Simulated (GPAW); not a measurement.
**AgCl (Chlorargyrite): dielectric function**

Aim: the dielectric function of AgCl (Chlorargyrite), with and without local fields.

Program: GPAW 26.7.0. Level of theory: LDA and many-body steps on it, plane waves. Results are calculated unless marked as measured.

The database entry behind the starting cell differs from later determinations by our own check (an axis about 1.4 % short against later determinations), so it need not match the best structure at ambient conditions.

### Step 1. Starting point

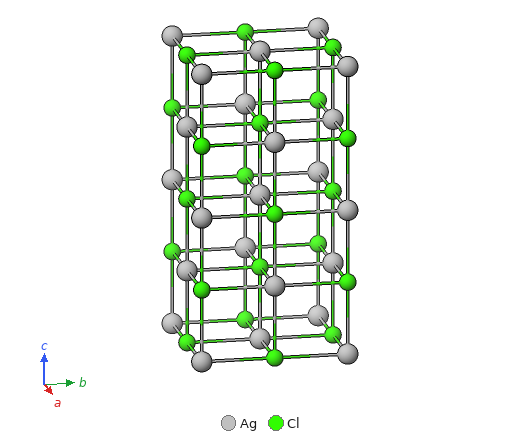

The cell as given, slightly off an axis (silver light grey, chlorine green). 1×1×2 cells are drawn. This picture shows the conventional cell, with its axes. Some periodic images of atoms are drawn too.

Coordinates:

```xyz
2
Lattice="0.0000 2.7350 2.7350 2.7350 0.0000 2.7350 2.7350 2.7350 0.0000" Properties=species:S:1:pos:R:3 pbc="T T T"
Ag    0.0000    0.0000    0.0000
Cl    2.7350    2.7350    2.7350
```

The cell and positions come from the Crystallography Open Database and are kept as given unless a step says otherwise.

### Step 2. Empty states on the mesh, 10×10×10 mesh, 54 bands

This step: GPAW 26.7.0; DFT, LDA, plane waves, PAW.

The sums over transitions need many empty states on a uniform mesh; this step solves for them.

Input file run.py:

```python
import json
import numpy as np
from gpaw.mpi import world
from gpaw import GPAW

calc = GPAW('gs.gpw').fixed_density(kpts={'size': (10, 10, 10), 'gamma': True},
    nbands=63,
    convergence={'bands': 54},
    txt='nscf.txt')
calc.write('full.gpw', mode='all')
res = {}
kpts = calc.get_ibz_k_points()
res['kpts'] = kpts
res['eigenvalues'] = [calc.get_eigenvalues(kpt=k) for k in range(len(kpts))]
res['n_electrons'] = calc.get_number_of_electrons()

if world.rank == 0:
    with open('result.json', 'w') as f:
        json.dump(res, f, default=lambda x: x.tolist())
```

Command:

```console
$ mpirun -n 4 gpaw python run.py
```

Numbers of over 12 decimals in the logs are rounded to 6 here.

Output:

```text
Diagonalizing LCAO Hamiltonian
Converting LCAO to pw mode
convergence criteria:
- Maximum integral of absolute [eigenst]ate change: 4e-08 eV^2 / valence electron
maximum number of iterations: 100

SCF iterations
|iter     |     time |      energy | eigst |  dens |
|iter:   1|  |             | +3.71 |       |
|iter:   2|  |             | +2.44 |       |
|iter:   3|  |             | +1.02 |       |
[...]
|iter:   9|  |             | -6.47 |       |
|iter:  10|  |             | -7.12 |       |
|iter:  11|  |             | -7.65c|       |
SCF steps: 11
  __  _  _
 | _ |_)|_||  |
 |__||  | ||/\| - 26.7.0

Input parameters:
  mode=PW(ecut=450.000000),
  convergence={'bands': 54},
  gpts=array([20, 20, 20]),
  kpts=MonkhorstPack(size=(10, 10, 10), gamma=True),
  maxiter=100,
  nbands=63,
  occupations=Occupations(name='fermi-dirac', width=0.001, fixmagmom=False),
  parallel={},
  xc=XC(name='LDA')
# Writing to full.gpw (mode='all')
  [... matrices ...]

timing:  # [seconds]
  Total: 0.046  # ━━━━━━━━━━━━━━━━━━━━━━━━━━━━━━━━━━━━━━━━━━━━━━━━━━━━━━━━━━━
```

Elapsed: 8.8 s, on 4 MPI ranks of Intel Xeon 6975P-C (Granite Rapids), shared host; peak memory 0.72 GiB; 34 s of CPU time.

Numbers from this step:

- gap: 0.5973 eV
- k of the valence top: 0.5, 0.5, 0.5
- k of the conduction bottom: 0, 0, 0
- least direct gap: 3.013 eV
- k points computed: 47
- lowest point of the top converged band, above the valence top: 48.70 eV

On this mesh the gap is 0.597 eV.

### Step 3. RPA response

The response function is computed on a frequency grid, with local fields up to the given cutoff.

This step: linear response, RPA, on LDA, plane waves, PAW.

Input file run.py:

```python
import json
import numpy as np
from gpaw.mpi import world
from gpaw.response.df import DielectricFunction

df = DielectricFunction('full.gpw',
    ecut=50,
    nbands=54,
    eta=0.2,
    frequencies={'type': 'nonlinear', 'domega0': 0.05, 'omega2': 10.0},
    intraband=False,
    txt='df.txt')
res = {'optical': {}, 'eels': []}
for d in 'x':
    y0, y = df.get_dielectric_function(direction=d, xc='RPA', filename=None)
    res['optical'][d] = [y0.real, y0.imag, y.real, y.imag]
res['w'] = df.get_frequencies()
for q_c in [[0.1, 0, 0], [0.2, 0, 0], [0.5, 0, 0], [0.8, 0, 0], [1.2, 0, 0]]:
    res['eels'].append(df.get_eels_spectrum(q_c=q_c, xc='RPA', filename=None))

if world.rank == 0:
    with open('result.json', 'w') as f:
        json.dump(res, f, default=lambda x: x.tolist())
```

Command:

```console
$ mpirun -n 4 gpaw python run.py
```

Output:

```text
Using integrator: PointIntegrator
NonLinearFrequencyDescriptor(from 0.000 to 108.559 eV, 396 points)
Nonperiodic BCs:  [False False False]
Using integrator: PointIntegrator
NonLinearFrequencyDescriptor(from 0.000 to 108.559 eV, 396 points)
Nonperiodic BCs:  [False False False]

Calculating chi0 body with:
    Ground state adapter containing:
    Number of spins: 1
    Number of kpoints: 1000
    Number of irreducible kpoints: 47
    Number of completely occupied states: 12
    Number of partially occupied states: 12
    Occupied states memory: 1.46484375 M / cpu

    Linear response parametrization:
    q_c: [0.0, 0.0, 0.0]
    Number of frequency points: 396
    Planewave cutoff: 50.0
    Number of bands: 54
    Number of planewaves: 27
    Broadening (eta): 0.2
    comm.size: 4
    kncomm.size: 4
    blockcomm.size: 1

    Memory estimate of potentially large arrays:
        chi0_wGG: 4.404968 M / cpu
Integrating chi0 body.

Symmetries of q_c:
    Direct symmetries (Uq -> q): 48
    Indirect symmetries (TUq -> q): 0
In total 48 allowed symmetries.

  [... matrices ...]
47 groups of equivalent kpoints. 95.3% reduction.

Integral kind: spectral function

Calculating chi0 optical extensions with:
    Ground state adapter containing:
    Number of spins: 1
    Number of kpoints: 1000
    Number of irreducible kpoints: 47
    Number of completely occupied states: 12
    Number of partially occupied states: 12
    Occupied states memory: 1.46484375 M / cpu

    Linear response parametrization:
    Number of frequency points: 396
    Planewave cutoff: 50.0
    Number of bands: 54
    Number of planewaves: 27
    Broadening (eta): 0.2
Integrating chi0 head and wings.

Symmetries of q_c:
    Direct symmetries (Uq -> q): 48
    Indirect symmetries (TUq -> q): 0
In total 48 allowed symmetries.

  [... matrices ...]
47 groups of equivalent kpoints. 95.3% reduction.

Integral kind: spectral function wings

Calculating chi0 body with:
    Ground state adapter containing:
    Number of spins: 1
    Number of kpoints: 1000
    Number of irreducible kpoints: 47
    Number of completely occupied states: 12
    Number of partially occupied states: 12
    Occupied states memory: 1.46484375 M / cpu

    Linear response parametrization:
    q_c: [0.1, 0.0, 0.0]
    Number of frequency points: 396
    Planewave cutoff: 50.0
    Number of bands: 54
    Number of planewaves: 27
    Broadening (eta): 0.2
    comm.size: 4
    kncomm.size: 4
    blockcomm.size: 1

    Memory estimate of potentially large arrays:
        chi0_wGG: 4.404968 M / cpu
Integrating chi0 body.

Symmetries of q_c:
    Direct symmetries (Uq -> q): 6
    Indirect symmetries (TUq -> q): 0
In total 6 allowed symmetries.

  [... matrices ...]
220 groups of equivalent kpoints. 78.0% reduction.

Integral kind: spectral function

[... 4 further calls ...]
```

Elapsed: 12 s, on 4 MPI ranks; peak memory 1.1 GiB; 47 s of CPU time.

Numbers from this step:

* ε at zero frequency: 5.368
* the same without local fields: 5.723

The static value is 5.37.

The ε₂ has structure finer than the step of the table below, so its rows give means over 2.5 eV, whole bins alone (the curve runs from 0 to 39.8 eV). Peaks (eV: height): xx, no local fields 4.60: 7.78, 8.20: 5.34; xx, local fields 4.60: 7.54, 8.20: 4.33.

RPA, broadening 0.2 eV. ε₂ against photon energy; means over each step:

```csv
photon energy (eV),"xx, no local fields","xx, local fields"
2.5,1.26,1.29
5.0,5.59,5.39
7.5,4.28,3.58
10.0,3.61,2.86
12.5,2.27,1.89
15.0,1.13,1.06
17.5,0.916,0.675
20.0,0.719,0.736
22.5,0.409,0.569
25.0,0.354,0.471
27.5,0.308,0.437
30.0,0.271,0.416
32.5,0.247,0.248
35.0,0.186,0.155
37.5,0.122,0.123
```

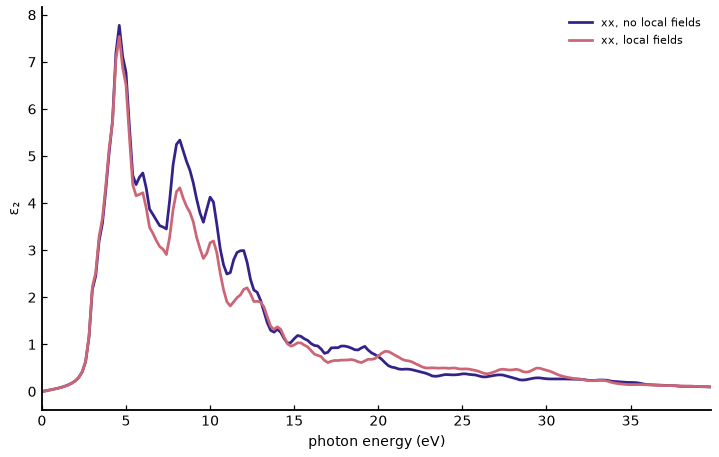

ε₂ against photon energy.

The loss function, xx has structure finer than the step of the table below, so its rows give means over 2.5 eV, whole bins alone (the curve runs from 0 to 39.8 eV). Peaks (eV: height): 16.80: 1.35, 22.40: 1.10, 30.40: 1.01.

Optical limit, local fields. Table of loss function, xx by energy loss; means over each step:

```csv
energy loss (eV),"loss function, xx"
2.5,0.0203
5.0,0.142
7.5,0.225
10.0,0.360
12.5,0.530
15.0,0.950
17.5,1.09
20.0,0.832
22.5,1.01
25.0,0.864
27.5,0.740
30.0,0.885
32.5,0.671
35.0,0.382
37.5,0.250
```

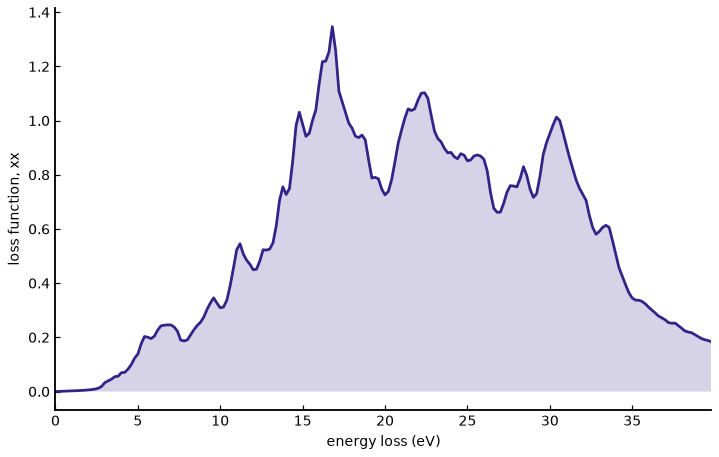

Loss function, xx against energy loss.

The -Im 1/eps(q) has structure finer than the step of the table below, so its rows give means over 5 eV, whole bins alone (the curve runs from 0 to 39.8 eV). Peaks (eV: height): q = 0.199 1/A 16.8: 1.13, 22.2: 0.980, 30.6: 0.942; q = 0.398 1/A 16.8: 0.968, 21.8: 0.984, 25.6: 0.912; q = 0.995 1/A 13.8: 0.572, 22.6: 0.986, 24.8: 1.10; q = 1.592 1/A 14.0: 0.395, 32.0: 0.751; q = 2.387 1/A 30.6: 0.471, 34.0: 0.531.

RPA, local fields; q along the first reciprocal vector. Table of -Im 1/eps(q) by energy loss; means over each step:

```csv
energy loss (eV),q = 0.199 1/A,q = 0.398 1/A,q = 0.995 1/A,q = 1.592 1/A,q = 2.387 1/A
5,0.126,0.105,0.0418,0.0354,0.0403
10,0.338,0.334,0.263,0.160,0.0810
15,0.801,0.748,0.490,0.276,0.113
20,0.804,0.800,0.682,0.401,0.160
25,0.798,0.835,0.919,0.644,0.257
30,0.820,0.785,0.720,0.710,0.377
35,0.589,0.581,0.505,0.504,0.449
```

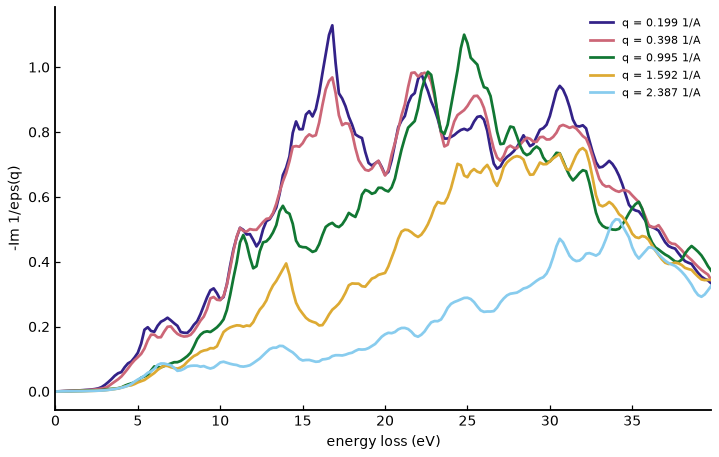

-Im 1/eps(q) against energy loss.

### Step 4. ALDA response

This step: linear response, ALDA, on LDA, plane waves, PAW.

Edit run.py of step 3 so:

```diff
@@ -14,7 +14,7 @@
 for d in 'x':
-    y0, y = df.get_dielectric_function(direction=d, xc='RPA', filename=None)
+    y0, y = df.get_dielectric_function(direction=d, xc='ALDA', filename=None)
     res['optical'][d] = [y0.real, y0.imag, y.real, y.imag]
 res['w'] = df.get_frequencies()
-for q_c in [[0.1, 0, 0], [0.2, 0, 0], [0.5, 0, 0], [0.8, 0, 0], [1.2, 0, 0]]:
-    res['eels'].append(df.get_eels_spectrum(q_c=q_c, xc='RPA', filename=None))
+for q_c in [[0.5, 0, 0]]:
+    res['eels'].append(df.get_eels_spectrum(q_c=q_c, xc='ALDA', filename=None))
```

Command:

```console
$ mpirun -n 4 gpaw python run.py
```

Output:

```text
Using integrator: PointIntegrator
NonLinearFrequencyDescriptor(from 0.000 to 108.559 eV, 396 points)
Nonperiodic BCs:  [False False False]
Using integrator: PointIntegrator
NonLinearFrequencyDescriptor(from 0.000 to 108.559 eV, 396 points)
Nonperiodic BCs:  [False False False]

Calculating chi0 body with:
    Ground state adapter containing:
    Number of spins: 1
    Number of kpoints: 1000
    Number of irreducible kpoints: 47
    Number of completely occupied states: 12
    Number of partially occupied states: 12
    Occupied states memory: 1.46484375 M / cpu

    Linear response parametrization:
    q_c: [0.0, 0.0, 0.0]
    Number of frequency points: 396
    Planewave cutoff: 50.0
    Number of bands: 54
    Number of planewaves: 27
    Broadening (eta): 0.2
    comm.size: 4
    kncomm.size: 4
    blockcomm.size: 1

    Memory estimate of potentially large arrays:
        chi0_wGG: 4.404968 M / cpu
Integrating chi0 body.

Symmetries of q_c:
    Direct symmetries (Uq -> q): 48
    Indirect symmetries (TUq -> q): 0
In total 48 allowed symmetries.

  [... matrices ...]
47 groups of equivalent kpoints. 95.3% reduction.

Integral kind: spectral function

Calculating chi0 optical extensions with:
    Ground state adapter containing:
    Number of spins: 1
    Number of kpoints: 1000
    Number of irreducible kpoints: 47
    Number of completely occupied states: 12
    Number of partially occupied states: 12
    Occupied states memory: 1.46484375 M / cpu

    Linear response parametrization:
    Number of frequency points: 396
    Planewave cutoff: 50.0
    Number of bands: 54
    Number of planewaves: 27
    Broadening (eta): 0.2
Integrating chi0 head and wings.

Symmetries of q_c:
    Direct symmetries (Uq -> q): 48
    Indirect symmetries (TUq -> q): 0
[...]
(0,0)   1.00000000  0.99999920  yes
      (1,-1)  0.00000000  0.00000000  yes
      (1,0)   0.00000000  0.00000000  yes
[...]
In total: 1.000000 of the surface norm square is covered on average
      In total: 1.000000 of the surface norm square could be covered on average

    RSHE of atom 1
      (l,m)   max weight  avg weight  included
[...]
In total: 1.000000 of the surface norm square is covered on average
      In total: 1.000000 of the surface norm square could be covered on average

  [... matrices ...]

Calculating chi0 body with:
    Ground state adapter containing:
    Number of spins: 1
    Number of kpoints: 1000
    Number of irreducible kpoints: 47
    Number of completely occupied states: 12
    Number of partially occupied states: 12
    Occupied states memory: 1.46484375 M / cpu

    Linear response parametrization:
    q_c: [0.5, 0.0, 0.0]
    Number of frequency points: 396
    Planewave cutoff: 50.0
    Number of bands: 54
    Number of planewaves: 34
    Broadening (eta): 0.2
    comm.size: 4
    kncomm.size: 4
    blockcomm.size: 1

    Memory estimate of potentially large arrays:
        chi0_wGG: 6.985107421875 M / cpu
Integrating chi0 body.

Symmetries of q_c:
    Direct symmetries (Uq -> q): 12
    Indirect symmetries (TUq -> q): 0
In total 12 allowed symmetries.

  [... matrices ...]
116 groups of equivalent kpoints. 88.4% reduction.

Integral kind: spectral function

Calculating ALDA kernel
Calculating f(G)
    Calculating PAW corrections

    RSHE of atom 0
      (l,m)   max weight  avg weight  included
[...]
[... further lines of this kind ...]
      In total: 1.000000 of the surface norm square is covered on average
      In total: 1.000000 of the surface norm square could be covered on average

    RSHE of atom 1
      (l,m)   max weight  avg weight  included
[...]
(4,-2)  0.00000000  0.00000000  yes
      (4,-1)  0.00000000  0.00000000  yes
      In total: 1.000000 of the surface norm square is covered on average
      In total: 1.000000 of the surface norm square could be covered on average
```

Run time: 6.1 s. Hardware: 4 MPI ranks; peak memory 1 GiB.

This step gave:

```yaml
eps_at_zero_frequency: 5.460
the_same_without_local_fields: 5.723
```

The static value is 5.46.

### Step 5. RPA response, local-field cutoff (10×10×10 mesh, 54 bands, screening to 5 eV, broadening 0.2 eV)

This step: linear response, RPA, on LDA, plane waves, PAW.

Edit run.py of step 4 so:

```diff
@@ -6,3 +6,3 @@
 df = DielectricFunction('full.gpw',
-    ecut=50,
+    ecut=5,
     nbands=54,
@@ -14,3 +14,3 @@
 for d in 'x':
-    y0, y = df.get_dielectric_function(direction=d, xc='ALDA', filename=None)
+    y0, y = df.get_dielectric_function(direction=d, xc='RPA', filename=None)
     res['optical'][d] = [y0.real, y0.imag, y.real, y.imag]
@@ -18,3 +18,3 @@
 for q_c in [[0.5, 0, 0]]:
-    res['eels'].append(df.get_eels_spectrum(q_c=q_c, xc='ALDA', filename=None))
+    res['eels'].append(df.get_eels_spectrum(q_c=q_c, xc='RPA', filename=None))
```

Command:

```console
$ mpirun -n 4 gpaw python run.py
```

Output:

```text
Using integrator: PointIntegrator
NonLinearFrequencyDescriptor(from 0.000 to 108.559 eV, 396 points)
Nonperiodic BCs:  [False False False]
Using integrator: PointIntegrator
NonLinearFrequencyDescriptor(from 0.000 to 108.559 eV, 396 points)
Nonperiodic BCs:  [False False False]

Calculating chi0 body with:
    Ground state adapter containing:
    Number of spins: 1
    Number of kpoints: 1000
    Number of irreducible kpoints: 47
    Number of completely occupied states: 12
    Number of partially occupied states: 12
    Occupied states memory: 1.46484375 M / cpu

    Linear response parametrization:
    q_c: [0.0, 0.0, 0.0]
    Number of frequency points: 396
    Planewave cutoff: 5.0
    Number of bands: 54
    Number of planewaves: 1
    Broadening (eta): 0.2
    comm.size: 4
    kncomm.size: 4
    blockcomm.size: 1

    Memory estimate of potentially large arrays:
        chi0_wGG: 0.00604248 M / cpu
Integrating chi0 body.

Symmetries of q_c:
    Direct symmetries (Uq -> q): 48
    Indirect symmetries (TUq -> q): 0
In total 48 allowed symmetries.

  [... matrices ...]
47 groups of equivalent kpoints. 95.3% reduction.

Integral kind: spectral function

Calculating chi0 optical extensions with:
    Ground state adapter containing:
    Number of spins: 1
    Number of kpoints: 1000
    Number of irreducible kpoints: 47
    Number of completely occupied states: 12
    Number of partially occupied states: 12
    Occupied states memory: 1.46484375 M / cpu

    Linear response parametrization:
    Number of frequency points: 396
    Planewave cutoff: 5.0
    Number of bands: 54
    Number of planewaves: 1
    Broadening (eta): 0.2
Integrating chi0 head and wings.

Symmetries of q_c:
    Direct symmetries (Uq -> q): 48
    Indirect symmetries (TUq -> q): 0
In total 48 allowed symmetries.

  [... matrices ...]
47 groups of equivalent kpoints. 95.3% reduction.

Integral kind: spectral function wings

Calculating chi0 body with:
    Ground state adapter containing:
    Number of spins: 1
    Number of kpoints: 1000
    Number of irreducible kpoints: 47
    Number of completely occupied states: 12
    Number of partially occupied states: 12
    Occupied states memory: 1.46484375 M / cpu

    Linear response parametrization:
    q_c: [0.5, 0.0, 0.0]
    Number of frequency points: 396
    Planewave cutoff: 5.0
    Number of bands: 54
    Number of planewaves: 2
    Broadening (eta): 0.2
    comm.size: 4
    kncomm.size: 4
    blockcomm.size: 1

    Memory estimate of potentially large arrays:
        chi0_wGG: 0.024169921875 M / cpu
Integrating chi0 body.

Symmetries of q_c:
    Direct symmetries (Uq -> q): 12
    Indirect symmetries (TUq -> q): 0
In total 12 allowed symmetries.

  [... matrices ...]
116 groups of equivalent kpoints. 88.4% reduction.

Integral kind: spectral function
```

It took 5 s on 4 MPI ranks; peak memory 1 GiB.

Numbers from this step:

```
ε at zero frequency           : 5.723
the same without local fields : 5.723
```

The static value is 5.72.

### Step 6. RPA response, fewer bands (10×10×10 mesh, 17 bands, screening to 50 eV, broadening 0.2 eV)

Edit run.py of step 5 so:

```diff
@@ -6,4 +6,4 @@
 df = DielectricFunction('full.gpw',
-    ecut=5,
-    nbands=54,
+    ecut=50,
+    nbands=17,
     eta=0.2,
@@ -17,3 +17,3 @@
 res['w'] = df.get_frequencies()
-for q_c in [[0.5, 0, 0]]:
+for q_c in []:
     res['eels'].append(df.get_eels_spectrum(q_c=q_c, xc='RPA', filename=None))
```

Command:

```console
$ mpirun -n 4 gpaw python run.py
```

Output:

```text
Using integrator: PointIntegrator
NonLinearFrequencyDescriptor(from 0.000 to 67.039 eV, 356 points)
Nonperiodic BCs:  [False False False]
Using integrator: PointIntegrator
NonLinearFrequencyDescriptor(from 0.000 to 67.039 eV, 356 points)
Nonperiodic BCs:  [False False False]

Calculating chi0 body with:
    Ground state adapter containing:
    Number of spins: 1
    Number of kpoints: 1000
    Number of irreducible kpoints: 47
    Number of completely occupied states: 12
    Number of partially occupied states: 12
    Occupied states memory: 1.46484375 M / cpu

[...]
Ground state adapter containing:
    Number of spins: 1
    Number of kpoints: 1000
    Number of irreducible kpoints: 47
    Number of completely occupied states: 12
    Number of partially occupied states: 12
    Occupied states memory: 1.46484375 M / cpu

    Linear response parametrization:
    Number of frequency points: 356
    Planewave cutoff: 50.0
    Number of bands: 17
    Number of planewaves: 27
    Broadening (eta): 0.2
Integrating chi0 head and wings.

Symmetries of q_c:
    Direct symmetries (Uq -> q): 48
    Indirect symmetries (TUq -> q): 0
In total 48 allowed symmetries.

  [... matrices ...]
47 groups of equivalent kpoints. 95.3% reduction.

Integral kind: spectral function wings
```

It took 3.7 s on 4 MPI ranks; peak memory 0.56 GiB; 13 s of CPU time.

This step gave:

```yaml
eps_at_zero_frequency: 5.143
the_same_without_local_fields: 5.412
```

(Part 1 of 2 ends here.)

[Paths, hosts, dates, memory and timing lines, banners, echoed tables and standing remarks are left out of the program output.]

[Logs are printed without paths, hosts, clocks, repeated set-up lines and the standing remarks that a program may print on its own settings, such as how far it seeks lower states.]

[Runs of the session that timed out or met a known fault of the program may be left out.]

[Hosts, paths, dates, database ids (printed as entryN), source tags and the programs' standing remarks are cut or masked in the printed files.]
